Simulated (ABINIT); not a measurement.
Band structure of Li2Se (Fm-3m, 3 atoms in the cell).

```yaml
crystal:
  lattice:
    - [0.00000, 2.97605, 2.97605]
    - [2.97605, 0.00000, 2.97605]
    - [2.97605, 2.97605, 0.00000]
  atoms:
    - { symbol: Li, position: [0.75000, 0.75000, 0.75000] }
    - { symbol: Li, position: [0.25000, 0.25000, 0.25000] }
    - { symbol: Se, position: [0.00000, 0.00000, 0.00000] }
```

Computed with PBE, norm-conserving pseudopotentials (PseudoDojo nc-sr-05 PBE standard) (plane waves; ABINIT 10.0.3).

Settings: pseudos = [Li.upf, Se.upf]; ecut = 86 Ry; ixc = 11; occopt = 3; tsmear = 0.00036749 Ha; ngkpt = 7 7 7; nshiftk = 1; shiftk = 0 0 0; potentials = PseudoDojo nc-sr-05 PBE standard; kptopt = 1; nstep = 100; tolvrs1 = 1e-10; ndtset = 2.

The starting cell comes from a database of computed structures (which also holds hypothetical and non-ambient phases and stackings), without a prior relaxation at this level.

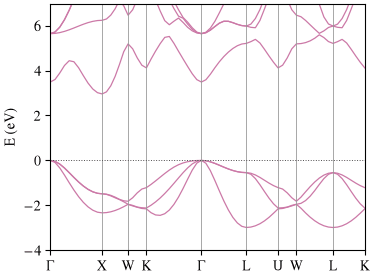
Figure: Bands along the path, energies from the top of the valence band on the SCF mesh.

Task: Read off roughly the gap and where its edges lie.

Result: The gap along the path is about 3.0 eV (computed: 2.96 eV), from Γ to X; the smallest direct gap on it is 3.49 eV.

Levels in eV from the top of the valence band on the SCF mesh, bands 8 to 15:
```csv
point,8,9,10,11,12,13,14,15
Γ,-11.46,0.00,0.00,0.00,3.49,5.64,5.64,5.64
X,-10.97,-2.34,-1.49,-1.49,2.96,6.24,10.49,10.49
W,-10.96,-1.95,-1.95,-1.82,5.19,6.47,8.14,8.14
K,-10.97,-2.16,-2.12,-1.21,4.12,7.34,8.59,9.04
L,-11.08,-2.99,-0.54,-0.54,5.21,5.98,5.98,8.06
U,-10.97,-2.16,-2.12,-1.21,4.12,7.34,8.59,9.04
```
